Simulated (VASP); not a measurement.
## Geometry relaxation of SnHBrO (part 2 of 4)

The same run, continued: SnHBrO (4 atoms in the cell); Kohn-Sham DFT of a periodic cell, PBE, VASP PAW PBE potentials, recommended, no spin polarisation (VASP 6.6.1); cutoff 520 eV, 1×1×1 k-mesh, Gaussian smearing of 0.01 eV. It belongs to a series of runs on one base structure; here: atoms moved at random by about 0.02 A.

Geometry of the input (Å; fractional positions):
```
13.0000  0.0000  0.0000
0.0000  11.0000  0.0000
0.0000  0.0000  11.0000
O  0.4335  0.5525  0.4395
Sn 0.4426  0.4531  0.5888
Br 0.6350  0.4249  0.5733
H  0.3662  0.5808  0.4199
```

OSZICAR, continued:
```
  18 F= -.16637617E+02 E0= -.16637617E+02  d E =-.107252E-03
       N       E                     dE             d eps       ncg     rms          rms(c)
DAV:   1    -0.166376057040E+02    0.10583E-04   -0.49702E-03    38   0.492E-01    0.184E-02
RMM:   2    -0.166376161803E+02   -0.10476E-04   -0.10869E-04    42   0.108E-01    0.770E-03
RMM:   3    -0.166376221499E+02   -0.59696E-05   -0.55339E-05    45   0.632E-02    0.428E-03
RMM:   4    -0.166376229338E+02   -0.78391E-06   -0.43788E-06    27   0.192E-02
  19 F= -.16637623E+02 E0= -.16637623E+02  d E =-.113361E-03
       N       E                     dE             d eps       ncg     rms          rms(c)
DAV:   1    -0.166376195103E+02    0.26396E-05   -0.12308E-03    38   0.246E-01    0.101E-02
RMM:   2    -0.166376222893E+02   -0.27790E-05   -0.28036E-05    43   0.564E-02    0.440E-03
RMM:   3    -0.166376242096E+02   -0.19203E-05   -0.14714E-05    37   0.323E-02    0.222E-03
RMM:   4    -0.166376243646E+02   -0.15502E-06   -0.11853E-06    21   0.111E-02
  20 F= -.16637624E+02 E0= -.16637624E+02  d E =-.114792E-03
       N       E                     dE             d eps       ncg     rms          rms(c)
DAV:   1    -0.166376243065E+02   -0.96946E-07   -0.23105E-04    36   0.107E-01    0.442E-03
RMM:   2    -0.166376250091E+02   -0.70262E-06   -0.54157E-06    33   0.247E-02
  21 F= -.16637625E+02 E0= -.16637625E+02  d E =-.115436E-03
       N       E                     dE             d eps       ncg     rms          rms(c)
DAV:   1    -0.166376252501E+02   -0.94363E-06   -0.47187E-05    44   0.499E-02    0.261E-03
RMM:   2    -0.166376255011E+02   -0.25094E-06   -0.86322E-07    20   0.846E-03
  22 F= -.16637626E+02 E0= -.16637626E+02  d E =-.115928E-03
       N       E                     dE             d eps       ncg     rms          rms(c)
DAV:   1    -0.166376373424E+02   -0.12092E-04   -0.10284E-02    38   0.791E-01    0.225E-02
RMM:   2    -0.166376568448E+02   -0.19502E-04   -0.22482E-04    40   0.148E-01    0.896E-03
RMM:   3    -0.166376642510E+02   -0.74063E-05   -0.78719E-05    50   0.817E-02    0.814E-03
RMM:   4    -0.166376646241E+02   -0.37311E-06   -0.71163E-06    35   0.253E-02
  23 F= -.16637665E+02 E0= -.16637665E+02  d E =-.391231E-04
       N       E                     dE             d eps       ncg     rms          rms(c)
DAV:   1    -0.166375391764E+02    0.12507E-03   -0.67715E-02    38   0.203E+00    0.571E-02
RMM:   2    -0.166376665388E+02   -0.12736E-03   -0.14757E-03    40   0.378E-01    0.240E-02
RMM:   3    -0.166377128549E+02   -0.46316E-04   -0.52151E-04    49   0.209E-01    0.219E-02
RMM:   4    -0.166377153686E+02   -0.25137E-05   -0.47015E-05    49   0.639E-02    0.183E-02
RMM:   5    -0.166377153533E+02    0.15325E-07   -0.81201E-06    39   0.271E-02
  24 F= -.16637715E+02 E0= -.16637715E+02  d E =-.898522E-04
       N       E                     dE             d eps       ncg     rms          rms(c)
DAV:   1    -0.166377502189E+02   -0.34850E-04   -0.76938E-03    38   0.674E-01    0.311E-02
RMM:   2    -0.166377642860E+02   -0.14067E-04   -0.18951E-04    41   0.122E-01    0.104E-02
RMM:   3    -0.166377678304E+02   -0.35444E-05   -0.36207E-05    45   0.579E-02    0.559E-03
RMM:   4    -0.166377687030E+02   -0.87258E-06   -0.71670E-06    35   0.227E-02
  25 F= -.16637769E+02 E0= -.16637769E+02  d E =-.533497E-04
       N       E                     dE             d eps       ncg     rms          rms(c)
DAV:   1    -0.166377743489E+02   -0.65186E-05   -0.10778E-02    36   0.794E-01    0.312E-02
RMM:   2    -0.166377940244E+02   -0.19675E-04   -0.26501E-04    41   0.143E-01    0.102E-02
RMM:   3    -0.166377974818E+02   -0.34573E-05   -0.47524E-05    45   0.663E-02    0.861E-03
RMM:   4    -0.166377978156E+02   -0.33381E-06   -0.94294E-06    37   0.257E-02
  26 F= -.16637798E+02 E0= -.16637798E+02  d E =-.824623E-04
       N       E                     dE             d eps       ncg     rms          rms(c)
DAV:   1    -0.166377975669E+02   -0.85151E-07   -0.14851E-03    36   0.296E-01    0.112E-02
RMM:   2    -0.166378000526E+02   -0.24857E-05   -0.35857E-05    41   0.524E-02    0.427E-03
RMM:   3    -0.166378007626E+02   -0.70994E-06   -0.68888E-06    40   0.249E-02
  27 F= -.16637801E+02 E0= -.16637801E+02  d E =-.854093E-04
       N       E                     dE             d eps       ncg     rms          rms(c)
DAV:   1    -0.166377889714E+02    0.11081E-04   -0.99094E-03    36   0.738E-01    0.250E-02
RMM:   2    -0.166378094705E+02   -0.20499E-04   -0.26946E-04    42   0.142E-01    0.975E-03
RMM:   3    -0.166378104800E+02   -0.10095E-05   -0.35976E-05    44   0.614E-02    0.736E-03
RMM:   4    -0.166378106247E+02   -0.14477E-06   -0.96951E-06    35   0.274E-02
  28 F= -.16637811E+02 E0= -.16637811E+02  d E =-.986217E-05
       N       E                     dE             d eps       ncg     rms          rms(c)
DAV:   1    -0.166378111894E+02   -0.70942E-06   -0.40091E-04    38   0.148E-01    0.646E-03
RMM:   2    -0.166378132416E+02   -0.20522E-05   -0.11870E-05    39   0.299E-02    0.239E-03
RMM:   3    -0.166378145169E+02   -0.12753E-05   -0.18708E-06    23   0.125E-02    0.118E-03
RMM:   4    -0.166378156487E+02   -0.11318E-05   -0.88548E-07    21   0.759E-03    0.548E-04
RMM:   5    -0.166378164302E+02   -0.78154E-06   -0.13279E-06    23   0.718E-03
  29 F= -.16637816E+02 E0= -.16637816E+02  d E =-.156676E-04
       N       E                     dE             d eps       ncg     rms          rms(c)
DAV:   1    -0.166378167717E+02   -0.11231E-05   -0.13975E-05    36   0.286E-02    0.943E-04
RMM:   2    -0.166378171360E+02   -0.36423E-06   -0.50452E-07    21   0.577E-03
  30 F= -.16637817E+02 E0= -.16637817E+02  d E =-.163734E-04
       N       E                     dE             d eps       ncg     rms          rms(c)
DAV:   1    -0.166378173531E+02   -0.58134E-06   -0.23468E-06    44   0.116E-02    0.548E-04
RMM:   2    -0.166378175705E+02   -0.21741E-06   -0.45811E-08    10   0.175E-03
  31 F= -.16637818E+02 E0= -.16637818E+02  d E =-.168079E-04
       N       E                     dE             d eps       ncg     rms          rms(c)
DAV:   1    -0.166378204605E+02   -0.31075E-05   -0.36966E-04    36   0.146E-01    0.391E-03
RMM:   2    -0.166378212317E+02   -0.77118E-06   -0.71944E-06    31   0.269E-02
  32 F= -.16637821E+02 E0= -.16637821E+02  d E =-.366123E-05
       N       E                     dE             d eps       ncg     rms          rms(c)
DAV:   1    -0.166378231421E+02   -0.26816E-05   -0.14010E-04    36   0.898E-02    0.198E-03
RMM:   2    -0.166378234709E+02   -0.32882E-06   -0.28382E-06    25   0.169E-02
  33 F= -.16637823E+02 E0= -.16637823E+02  d E =-.590047E-05
       N       E                     dE             d eps       ncg     rms          rms(c)
DAV:   1    -0.166378248037E+02   -0.16616E-05   -0.51415E-04    36   0.172E-01    0.393E-03
RMM:   2    -0.166378257180E+02   -0.91428E-06   -0.10196E-05    33   0.328E-02    0.212E-03
RMM:   3    -0.166378262873E+02   -0.56924E-06   -0.47016E-06    26   0.197E-02
  34 F= -.16637826E+02 E0= -.16637826E+02  d E =-.871679E-05
       N       E                     dE             d eps       ncg     rms          rms(c)
DAV:   1    -0.166378279412E+02   -0.22232E-05   -0.54301E-04    36   0.188E-01    0.614E-03
RMM:   2    -0.166378289683E+02   -0.10271E-05   -0.16997E-05    39   0.376E-02    0.250E-03
RMM:   3    -0.166378294098E+02   -0.44153E-06   -0.44430E-06    28   0.200E-02
  35 F= -.16637829E+02 E0= -.16637829E+02  d E =-.312252E-05
       N       E                     dE             d eps       ncg     rms          rms(c)
DAV:   1    -0.166378293494E+02   -0.38119E-06   -0.34498E-05    36   0.485E-02    0.333E-03
RMM:   2    -0.166378295152E+02   -0.16575E-06   -0.13755E-06    21   0.102E-02
  36 F= -.16637830E+02 E0= -.16637830E+02  d E =-.322793E-05
       N       E                     dE             d eps       ncg     rms          rms(c)
DAV:   1    -0.166378296893E+02   -0.33988E-06   -0.91049E-06    36   0.246E-02    0.902E-04
RMM:   2    -0.166378297580E+02   -0.68644E-07   -0.29635E-07    19   0.493E-03
  37 F= -.16637830E+02 E0= -.16637830E+02  d E =-.347070E-05
       N       E                     dE             d eps       ncg     rms          rms(c)
DAV:   1    -0.166378310328E+02   -0.13434E-05   -0.24794E-04    36   0.124E-01    0.351E-03
RMM:   2    -0.166378314995E+02   -0.46671E-06   -0.50698E-06    30   0.230E-02
  38 F= -.16637831E+02 E0= -.16637831E+02  d E =-.174151E-05
       N       E                     dE             d eps       ncg     rms          rms(c)
DAV:   1    -0.166378322538E+02   -0.12211E-05   -0.42104E-05    36   0.516E-02    0.166E-03
RMM:   2    -0.166378323764E+02   -0.12253E-06   -0.97632E-07    20   0.102E-02
  39 F= -.16637832E+02 E0= -.16637832E+02  d E =-.261839E-05
       N       E                     dE             d eps       ncg     rms          rms(c)
DAV:   1    -0.166378329695E+02   -0.71561E-06   -0.14512E-04    36   0.946E-02    0.253E-03
RMM:   2    -0.166378332666E+02   -0.29720E-06   -0.33051E-06    25   0.188E-02
  40 F= -.16637833E+02 E0= -.16637833E+02  d E =-.350868E-05
       N       E                     dE             d eps       ncg     rms          rms(c)
DAV:   1    -0.166378347606E+02   -0.17911E-05   -0.30812E-04    38   0.139E-01    0.466E-03
RMM:   2    -0.166378352741E+02   -0.51346E-06   -0.97723E-06    36   0.272E-02
  41 F= -.16637835E+02 E0= -.16637835E+02  d E =-.200740E-05
       N       E                     dE             d eps       ncg     rms          rms(c)
DAV:   1    -0.166378353257E+02   -0.56511E-06   -0.95169E-06    36   0.261E-02    0.210E-03
RMM:   2    -0.166378353671E+02   -0.41429E-07   -0.32616E-07    19   0.490E-03
  42 F= -.16637835E+02 E0= -.16637835E+02  d E =-.210049E-05
```

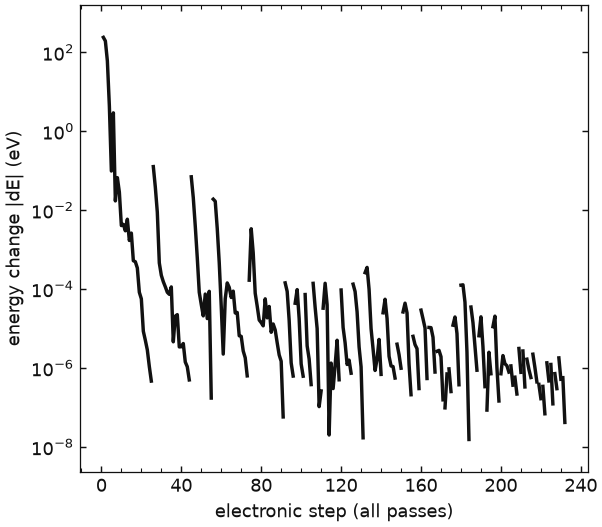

Convergence of the self-consistent field: energy change |dE| against the electronic step. Each stretch between dotted lines is the SCF of one geometry step of a relaxation. The 42 ionic steps take 2 to 25 electronic steps each. The density is held fixed in the first few steps, and dE rises again when its update begins.

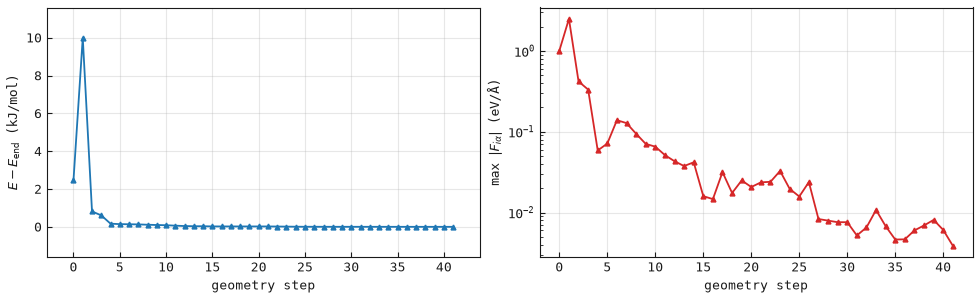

Progress of the relaxation, step by step (steps are counted from 0).

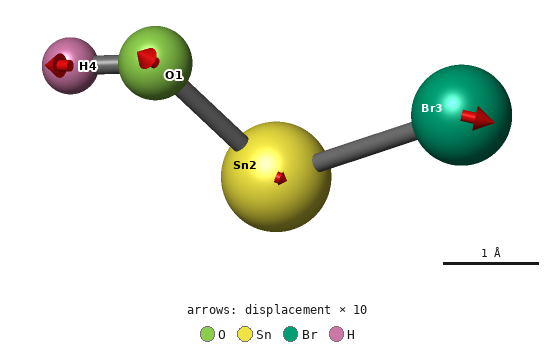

The starting structure with the displacements as red arrows, magnified 10 times (ball-and-stick view of the molecule without its box, seen at a tilt). The two geometries are laid on each other by the best rigid fit. After 41 geometry steps the energy has fallen by 2.47 kJ/mol. The largest force component goes from 1 to 0.0039 eV/Å. Br3 moves most after the best rigid fit: 0.036 Å. By element the largest moves are Br 0.036 Å, H 0.034 Å, O 0.030 Å, Sn 0.012 Å. Distances before and after: O1–Sn2 1.976 → 2.014 Å, O1–H4 0.953 → 0.975 Å, Sn2–Br3 2.526 → 2.542 Å. (Atoms are counted from 1 in the order of the input.)

Parts of OUTCAR:
```
PREC = Accurate
   ENCUT = 520
   EDIFF = 1E-6
   ISMEAR = 0
   LREAL = False
   LASPH = True
   NELM = 60
   ISIF = 2
   GGA = PE
   IBRION = 2
   NSW = 60
   EDIFFG = -0.005

 ion  position               nearest neighbor table
   1  0.433  0.552  0.440-   4 0.95   2 1.98
   2  0.443  0.453  0.589-   1 1.98   3 2.53
   3  0.635  0.425  0.573-   2 2.53
   4  0.366  0.581  0.420-   1 0.95

  LATTYP: Found a simple tetragonal cell.
 ALAT       =    11.0000000000
 C/A-ratio  =     1.1818181818

  Lattice vectors:

 A1 = (   0.0000000000,  11.0000000000,   0.0000000000)
 A2 = (   0.0000000000,   0.0000000000,  11.0000000000)
 A3 = (  13.0000000000,   0.0000000000,   0.0000000000)

Analysis of symmetry for initial positions (statically):
=====================================================================
 Subroutine PRICEL returns:
 Original cell was already a primitive cell.

 Routine SETGRP: Setting up the symmetry group for a
 simple tetragonal supercell.

 Subroutine GETGRP returns: Found  1 space group operations
 (whereof  1 operations were pure point group operations)
 out of a pool of 16 trial point group operations.

The static configuration has the point symmetry C_1 .

Analysis of symmetry for dynamics (positions and initial velocities):
=====================================================================
 Subroutine PRICEL returns:
 Original cell was already a primitive cell.

 Routine SETGRP: Setting up the symmetry group for a
 simple tetragonal supercell.

 Subroutine GETGRP returns: Found  1 space group operations
 (whereof  1 operations were pure point group operations)
 out of a pool of 16 trial point group operations.

The dynamic configuration has the point symmetry C_1 .

 Subroutine INISYM returns: Found  1 space group operations
 (whereof  1 operations are pure point group operations),
 and found     1 'primitive' translations

----------------------------------------------------------------------------------------

                                     Primitive cell

  volume of cell :    1573.0000

  direct lattice vectors                    reciprocal lattice vectors
    13.000000000  0.000000000  0.000000000     0.076923077  0.000000000  0.000000000
     0.000000000 11.000000000  0.000000000     0.000000000  0.090909091  0.000000000
     0.000000000  0.000000000 11.000000000     0.000000000  0.000000000  0.090909091

  length of vectors
    13.000000000 11.000000000 11.000000000     0.076923077  0.090909091  0.090909091

  position of ions in fractional coordinates (direct lattice)
     0.433474000  0.552492000  0.439538000
     0.442619000  0.453112000  0.588754000
     0.634978000  0.424851000  0.573280000
     0.366220000  0.580832000  0.419897000

  ion indices of the primitive-cell ions
   primitive index   ion index
                 1           1
                 2           2
                 3           3
                 4           4

----------------------------------------------------------------------------------------

 KPOINTS: regular mesh

Automatic generation of k-mesh.
 Grid dimensions read from file:
 generate k-points for:    1    1    1

 Generating k-lattice:

  Cartesian coordinates                     Fractional coordinates (reciprocal lattice)
     0.076923077  0.000000000  0.000000000     1.000000000  0.000000000  0.000000000
     0.000000000  0.090909091  0.000000000     0.000000000  1.000000000  0.000000000
     0.000000000  0.000000000  0.090909091     0.000000000  0.000000000  1.000000000

  Length of vectors
     0.076923077  0.090909091  0.090909091

  Shift w.r.t. Gamma in fractional coordinates (k-lattice)
     0.000000000  0.000000000  0.000000000

 Subroutine IBZKPT returns following result:
 ===========================================

 Found      1 irreducible k-points:

 Following reciprocal coordinates:
            Coordinates               Weight
  0.000000  0.000000  0.000000      1.000000
   k-points           NKPTS =      1   k-points in BZ     NKDIM =      1   number of bands    NBANDS=     18
   number of dos      NEDOS =    301   number of ions     NIONS =      4
   total plane-waves  NPLWV = 691488
   dimension x,y,z NGX =    98 NGY =   84 NGZ =   84
   dimension x,y,z NGXF=   196 NGYF=  168 NGZF=  168
   ions per type =               1   1   1   1
   NGX,Y,Z   is equivalent  to a cutoff of  12.53, 12.70, 12.70 a.u.
   NGXF,Y,Z  is equivalent  to a cutoff of  25.06, 25.39, 25.39 a.u.
 SYSTEM =  unknown system
   PREC   = accura    normal or accurate (medium, high low for compatibility)
   ISTART =      0    job   : 0-new  1-cont  2-samecut
   ICHARG =      2    charge: 1-file 2-atom 10-const
   ISPIN  =      1    spin polarized calculation?
   LNONCOLLINEAR =      F non collinear calculations
   LSORBIT =      F    spin-orbit coupling
   LASPH  =      T    aspherical Exc in radial PAW
   ENCUT  =  520.0 eV  38.22 Ry    6.18 a.u.  24.17 20.45 20.45*2*pi/ulx,y,z
   NELM   =     60;   NELMIN=  2; NELMDL= -5     # of ELM steps
   EDIFF  = 0.1E-05   stopping-criterion for ELM
   LREAL  =      F    real-space projection
   EDIFFG = -.5E-02   stopping-criterion for IOM
   NSW    =     60    number of steps for IOM
   IBRION =      2    ionic relax: 0-MD 1-quasi-New 2-CG
   NFREE  =      1    steps in history (QN), initial steepest desc. (CG)
   ISIF   =      2    stress and relaxation
   ISYM   =      2    0-nonsym 1-usesym 2-fastsym
   POTIM  = 0.5000    time-step for ionic-motion
   TEBEG  =    0.0;   TEEND  =   0.0 temperature during run
   PSTRESS=    0.0 pullay stress
   NELECT =      28.0000    total number of electrons
   NUPDOWN=      -1.0000    fix difference up-down
   EMIN   =  10.00;   EMAX   =-10.00  energy-range for DOS
   EFERMI =   0.00;   METHOD = LEGACY
   ISMEAR =     0;   SIGMA  =   0.01  broadening in eV -4-tet -1-fermi 0-gaus
   EFERMI_NEDOS =   21; number of points for ismear=-14 and -15
   IALGO  =     68    algorithm
   IMIX   =      4    mixing-type and parameters
     AMIX     =   0.40;   BMIX     =  1.00
     AMIX_MAG =   1.60;   BMIX_MAG =  1.00
  volume/ion in A,a.u.               =     393.25      2653.78
  Fermi-wavevector in a.u.,A,eV,Ry     =   0.427449  0.807762  2.485960  0.182713
  Thomas-Fermi vector in A             =   1.394107
   LORBIT       =      0    0 simple, 1 ext, 2 COOP (PROOUT), +10 PAW based schemes
   GGA     = PE    functional components
   LHFCALC =     F    Hartree Fock is set to
   AEXX    =    0.0000 exact exchange contribution
   IVDW    =     0    specifies the selected vdW correction
```
